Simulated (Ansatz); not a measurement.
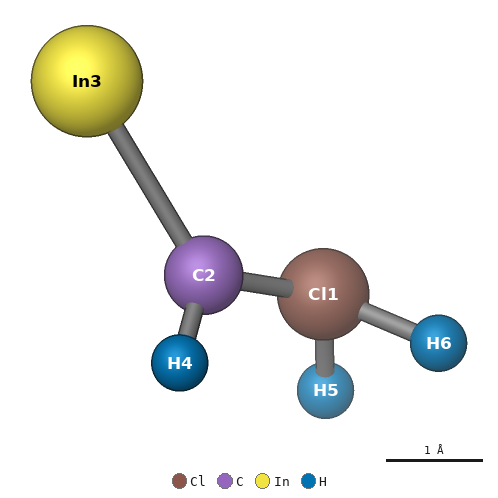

Orthographic view. Atoms fade into the background with distance from the viewer. The species has charge +1 and is a spin singlet. The computed structure is the end point of a PBE0-D4/def2-TZVP optimisation. No frequency run is at hand to confirm it as a minimum.

Give the geometry as a Z-matrix, atoms in numerical order, with these reference atoms: 2 to 1; 3 to 2, 1; 4 to 2, 1, 3; 5 to 1, 2, 4; 6 to 1, 5, 2.

```
Cl 
C    1   1.603
In   2   2.390   1   125.9
H    2   1.092   1   112.0   3   180.0
H    1   1.387   2   121.8   4    53.8
H    1   1.387   5    86.6   2   125.7
```
